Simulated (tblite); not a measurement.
**Geometry relaxation, with input and output: Si3PH7O3**

- system: Si3PH7O3, SMILES P[SiH]1O[SiH2]O[SiH2]O1
- method: GFN2-xTB geometry optimisation, gas phase (tblite 0.8.0)

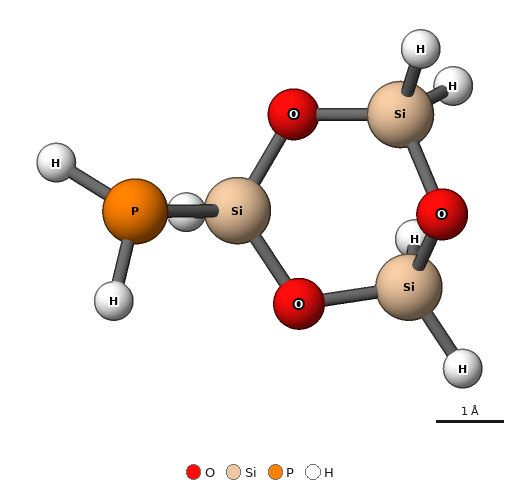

Fig. 1: The starting structure (ball-and-stick view, seen at a tilt).

### Summary

```json
{"quantity": "outcome", "value": "converged"}
{"quantity": "total energy", "value": "−648.0104 eV"}
{"quantity": "hardware", "value": "1 CPU thread, shared host"}
{"quantity": "wall time", "value": "10 s"}
{"quantity": "peak memory", "value": "0.18 GiB"}
```

### The input
```
{"job": {"kind": "relax", "xc": "GFN2-xTB", "basis": "xTB"}, "charge": 0, "multiplicity": 1}
O      0.047145     1.071613    -0.900057
Si     1.480503     1.275278    -0.082536
O      1.724238     0.230091     1.234610
Si     1.379619    -1.339297     0.618372
O     -0.319524    -1.379207     0.513773
Si    -0.973969    -0.193888    -0.485326
P     -2.835035     0.608964     0.345040
H      2.597263     1.036135    -1.017080
H      1.667803     2.654000     0.374466
H      1.973341    -2.418928     1.419602
H      1.895340    -1.371915    -0.751581
H     -1.391903    -0.869308    -1.750168
H     -3.455964    -0.338127     1.241167
H     -3.753250     1.035534    -0.701707
```

The first line tells a small driver script what to run in tblite; the rest is the geometry in Å.

Launched with:
```bash
OMP_NUM_THREADS=1 python <driver script> task.json out
```

### Log
```
step      E/eV     max force
  0    -645.93257    2.818
  1    -646.33299    1.879
  2    -646.87395    2.097
  3    -647.02843    1.037
  4    -647.22310    0.767
  5    -647.28260    0.719
  6    -647.35395    0.507
  7    -647.38955    0.532
  8    -647.43085    0.511
  9    -647.47661    0.753
 10    -647.54098    0.795
 11    -647.60596    0.591
 12    -647.64889    0.505
 13    -647.67626    0.474
 14    -647.71006    0.514
 15    -647.73649    0.443
 16    -647.75513    0.337
 17    -647.77109    0.409
 18    -647.78965    0.432
 19    -647.81667    0.485
 20    -647.85067    0.433
 21    -647.88557    0.495
 22    -647.91159    0.428
 23    -647.92498    0.297
 24    -647.93261    0.246
 25    -647.93610    0.339
 26    -647.94434    0.218
 27    -647.95232    0.197
 28    -647.96682    0.203
 29    -647.97150    0.189
 30    -647.97614    0.118
 31    -647.97832    0.100
 32    -647.98021    0.098
 33    -647.98217    0.135
 34    -647.98502    0.157
 35    -647.98828    0.139
 36    -647.99101    0.113
 37    -647.99250    0.069
 38    -647.99303    0.067
 39    -647.99348    0.065
 40    -647.99386    0.058
 41    -647.99478    0.050
 42    -647.99536    0.062
 43    -647.99585    0.046
 44    -647.99609    0.048
 45    -647.99635    0.051
 46    -647.99670    0.046
 47    -647.99723    0.047
 48    -647.99780    0.044
 49    -647.99822    0.050
 50    -647.99850    0.050
 51    -647.99880    0.040
 52    -647.99921    0.047
 53    -647.99987    0.055
 54    -648.00095    0.094
 55    -648.00238    0.122
 56    -648.00384    0.107
 57    -648.00485    0.053
 58    -648.00524    0.049
 59    -648.00552    0.049
 60    -648.00596    0.060
 61    -648.00688    0.058
 62    -648.00724    0.033
 63    -648.00735    0.033
 64    -648.00746    0.034
 65    -648.00762    0.042
 66    -648.00788    0.051
 67    -648.00817    0.046
 68    -648.00837    0.033
 69    -648.00848    0.027
 70    -648.00855    0.025
 71    -648.00861    0.020
 72    -648.00869    0.020
 73    -648.00873    0.018
 74    -648.00881    0.022
 75    -648.00888    0.021
 76    -648.00893    0.014
 77    -648.00897    0.015
 78    -648.00900    0.015
 79    -648.00906    0.019
 80    -648.00913    0.022
 81    -648.00919    0.017
 82    -648.00923    0.015
 83    -648.00925    0.014
 84    -648.00928    0.014
 85    -648.00931    0.017
 86    -648.00934    0.017
 87    -648.00939    0.021
 88    -648.00946    0.026
 89    -648.00954    0.025
 90    -648.00960    0.017
 91    -648.00963    0.012
 92    -648.00965    0.014
 93    -648.00968    0.013
 94    -648.00971    0.014
 95    -648.00974    0.015
 96    -648.00978    0.014
 97    -648.00981    0.018
 98    -648.00985    0.016
 99    -648.00990    0.018
100    -648.00996    0.015
101    -648.01000    0.017
102    -648.01004    0.019
103    -648.01009    0.027
104    -648.01014    0.026
105    -648.01019    0.026
106    -648.01023    0.014
107    -648.01026    0.012
108    -648.01027    0.011
109    -648.01031    0.014
110    -648.01033    0.015
111    -648.01035    0.014
112    -648.01036    0.009
113    -648.01036    0.005
```

### Trajectory as extended XYZ (Å, eV, eV/Å), 8 of the 30 frames kept, from step=0 to step=113
```
14
Properties=species:S:1:pos:R:3:forces:R:3 step=0 energy=-645.93257
O     0.0471    1.0716   -0.9001    0.2040  -1.2830   1.5020
Si    1.4805    1.2753   -0.0825    0.5380   0.4380   0.4590
O     1.7242    0.2301    1.2346   -0.8060  -1.0540  -2.4860
Si    1.3796   -1.3393    0.6184   -0.7730   0.8990   0.8970
O    -0.3195   -1.3792    0.5138    1.5140   1.3340  -0.8140
Si   -0.9740   -0.1939   -0.4853   -0.4170  -0.8370  -0.8880
P    -2.8350    0.6090    0.3450   -0.5930   1.4850   1.4330
H     2.5973    1.0361   -1.0171   -0.3840  -0.1630  -0.0070
H     1.6678    2.6540    0.3745   -0.4780  -0.3680   0.2130
H     1.9733   -2.4189    1.4196   -0.5150   0.5610  -0.0030
H     1.8953   -1.3719   -0.7516   -0.0310  -0.2630   0.1060
H    -1.3919   -0.8693   -1.7502    0.7840   0.1410   0.2300
H    -3.4560   -0.3381    1.2412    0.2220   0.3620  -1.4100
H    -3.7533    1.0355   -0.7017    0.7370  -1.2530   0.7690
14
Properties=species:S:1:pos:R:3:forces:R:3 step=16 energy=-647.75513
O    -0.0064    1.1322   -0.7295   -0.0360   0.0000  -0.0690
Si    1.4974    1.3660   -0.1581   -0.1000  -0.1150  -0.0170
O     1.8692    0.1101    0.8092    0.2620  -0.0070  -0.0050
Si    1.3590   -1.4126    0.5573   -0.1600   0.2260  -0.0120
O    -0.2535   -1.2780    0.3880   -0.0870  -0.1010  -0.0190
Si   -1.0086   -0.1186   -0.4675    0.1770  -0.1040  -0.1450
P    -2.7253    0.7696    0.6016    0.0620   0.0350   0.0400
H     2.3764    1.2000   -1.3115   -0.0220   0.2770   0.0320
H     1.3624    2.5424    0.6799    0.2060  -0.0550  -0.0100
H     1.5214   -2.1328    1.7998    0.0760   0.0080  -0.0430
H     1.9086   -1.8308   -0.7370   -0.0140  -0.1780   0.2860
H    -1.1732   -0.7515   -1.7756   -0.0650   0.0660  -0.0520
H    -3.2807   -0.4338    1.0024   -0.1030  -0.0200  -0.1390
H    -3.4111    0.8386   -0.6006   -0.1970  -0.0300   0.1530
14
Properties=species:S:1:pos:R:3:forces:R:3 step=32 energy=-647.98021
O    -0.0021    1.1806   -0.7425   -0.0440   0.0480   0.0210
Si    1.5224    1.3989   -0.2235   -0.0210  -0.0490   0.0070
O     2.0349   -0.0091    0.4052    0.0960  -0.0140   0.0020
Si    1.3189   -1.4537    0.6108    0.0300   0.0520  -0.0260
O    -0.2604   -1.2817    0.2608    0.0260  -0.0090   0.0240
Si   -1.0020   -0.0862   -0.5591    0.0300  -0.0390  -0.0080
P    -2.7017    0.6427    0.6677   -0.0430   0.0040   0.0570
H     2.2889    1.7023   -1.4191    0.0420  -0.0640  -0.0030
H     1.5032    2.3651    0.8602   -0.0230   0.0010   0.0260
H     1.3817   -1.8024    2.0202   -0.0250   0.0640  -0.0380
H     1.9163   -2.3565   -0.3659   -0.0550   0.0300   0.0350
H    -1.1643   -0.6263   -1.9029   -0.0570   0.0080  -0.0740
H    -3.2784   -0.6003    0.8575    0.0020  -0.0500  -0.0120
H    -3.5218    0.9275   -0.4109    0.0420   0.0210  -0.0110
14
Properties=species:S:1:pos:R:3:forces:R:3 step=48 energy=-647.99780
O    -0.0101    1.2022   -0.7184   -0.0100  -0.0130   0.0230
Si    1.5314    1.3886   -0.2360   -0.0120  -0.0200   0.0020
O     2.0843   -0.0365    0.3135   -0.0230  -0.0100  -0.0050
Si    1.3202   -1.4368    0.6189    0.0170   0.0200  -0.0250
O    -0.2483   -1.2832    0.2157    0.0180   0.0130  -0.0110
Si   -1.0049   -0.0745   -0.5673   -0.0060   0.0030   0.0060
P    -2.7034    0.5679    0.7160    0.0070  -0.0230  -0.0370
H     2.2925    1.7004   -1.4315    0.0120  -0.0010  -0.0140
H     1.5142    2.3041    0.8916    0.0090   0.0350  -0.0050
H     1.3506   -1.6390    2.0569   -0.0210  -0.0190  -0.0120
H     1.8951   -2.4228   -0.2824   -0.0020   0.0030   0.0280
H    -1.2058   -0.5504   -1.9350    0.0090  -0.0030   0.0350
H    -3.2915   -0.6853    0.7701    0.0000  -0.0020  -0.0190
H    -3.4885    0.9662   -0.3537    0.0010   0.0180   0.0330
14
Properties=species:S:1:pos:R:3:forces:R:3 step=68 energy=-648.00837
O    -0.0388    1.2294   -0.6348    0.0010   0.0030   0.0100
Si    1.5352    1.3890   -0.2582    0.0060  -0.0070  -0.0030
O     2.0746   -0.0142    0.3570   -0.0130   0.0010   0.0020
Si    1.3249   -1.4267    0.6423    0.0000   0.0150  -0.0110
O    -0.2217   -1.3072    0.1568   -0.0020  -0.0090   0.0030
Si   -1.0071   -0.0735   -0.5526    0.0030   0.0000  -0.0030
P    -2.7120    0.4214    0.7829   -0.0010   0.0170  -0.0280
H     2.2527    1.5953   -1.5059   -0.0160   0.0040   0.0040
H     1.6032    2.3877    0.7944   -0.0040  -0.0110  -0.0010
H     1.2849   -1.6189    2.0816    0.0100  -0.0030  -0.0040
H     1.9510   -2.4170   -0.2176    0.0080  -0.0010   0.0100
H    -1.2016   -0.4894   -1.9394   -0.0010  -0.0030   0.0030
H    -3.3748   -0.7689    0.5402   -0.0100  -0.0260   0.0120
H    -3.4350    1.0938   -0.1883    0.0200   0.0210   0.0050
14
Properties=species:S:1:pos:R:3:forces:R:3 step=84 energy=-648.00928
O    -0.0532    1.2302   -0.6137    0.0060  -0.0100   0.0030
Si    1.5255    1.3885   -0.2583    0.0020  -0.0020   0.0000
O     2.0723   -0.0138    0.3509   -0.0030  -0.0010   0.0010
Si    1.3295   -1.4280    0.6429    0.0030   0.0040   0.0000
O    -0.2151   -1.3214    0.1475    0.0080   0.0080   0.0030
Si   -1.0064   -0.0848   -0.5515    0.0010  -0.0030   0.0010
P    -2.7097    0.4112    0.7833    0.0030   0.0060   0.0010
H     2.2209    1.5955   -1.5174    0.0050   0.0060  -0.0030
H     1.6076    2.3844    0.7951   -0.0060   0.0010   0.0020
H     1.2895   -1.6133    2.0832   -0.0010   0.0020  -0.0020
H     1.9712   -2.4210   -0.2015    0.0000  -0.0040  -0.0070
H    -1.1908   -0.4906   -1.9430   -0.0050  -0.0040   0.0090
H    -3.3986   -0.7599    0.5183   -0.0110  -0.0050  -0.0050
H    -3.4070    1.1240   -0.1771    0.0000   0.0040  -0.0020
14
Properties=species:S:1:pos:R:3:forces:R:3 step=100 energy=-648.00996
O    -0.0577    1.2145   -0.6128   -0.0080   0.0090  -0.0040
Si    1.5193    1.3876   -0.2578    0.0050   0.0050  -0.0050
O     2.0799   -0.0145    0.3397   -0.0010   0.0110   0.0030
Si    1.3441   -1.4305    0.6415    0.0040   0.0080  -0.0010
O    -0.2059   -1.3288    0.1625   -0.0030  -0.0110   0.0090
Si   -1.0081   -0.1012   -0.5382   -0.0020  -0.0120  -0.0070
P    -2.7181    0.4066    0.7838    0.0000  -0.0030   0.0070
H     2.2103    1.6144   -1.5166    0.0000  -0.0050   0.0080
H     1.5884    2.3800    0.8005    0.0020  -0.0080   0.0010
H     1.3133   -1.6146    2.0819    0.0050   0.0000   0.0030
H     1.9855   -2.4196   -0.2078   -0.0070  -0.0050  -0.0050
H    -1.2017   -0.5181   -1.9245    0.0030  -0.0020  -0.0090
H    -3.4400   -0.7358    0.4801    0.0090   0.0050  -0.0040
H    -3.3736    1.1610   -0.1741   -0.0060   0.0080   0.0010
14
Properties=species:S:1:pos:R:3:forces:R:3 step=113 energy=-648.01036
O    -0.0623    1.2044   -0.6243   -0.0010  -0.0010   0.0020
Si    1.5110    1.3889   -0.2581   -0.0020   0.0010   0.0000
O     2.0778   -0.0099    0.3406    0.0030   0.0020   0.0030
Si    1.3503   -1.4298    0.6421    0.0020  -0.0030   0.0000
O    -0.2072   -1.3305    0.1866    0.0000   0.0020   0.0000
Si   -1.0086   -0.1142   -0.5346   -0.0010   0.0020   0.0010
P    -2.7186    0.4049    0.7832    0.0000   0.0000  -0.0020
H     2.2091    1.6208   -1.5114    0.0010   0.0010  -0.0010
H     1.5707    2.3765    0.8052   -0.0030   0.0000  -0.0020
H     1.3418   -1.6225    2.0816    0.0000   0.0000  -0.0010
H     1.9805   -2.4115   -0.2244   -0.0010  -0.0050   0.0010
H    -1.1962   -0.5459   -1.9175    0.0010   0.0000  -0.0010
H    -3.4577   -0.7190    0.4542    0.0010   0.0010   0.0000
H    -3.3550    1.1887   -0.1646    0.0000  -0.0010   0.0020
```
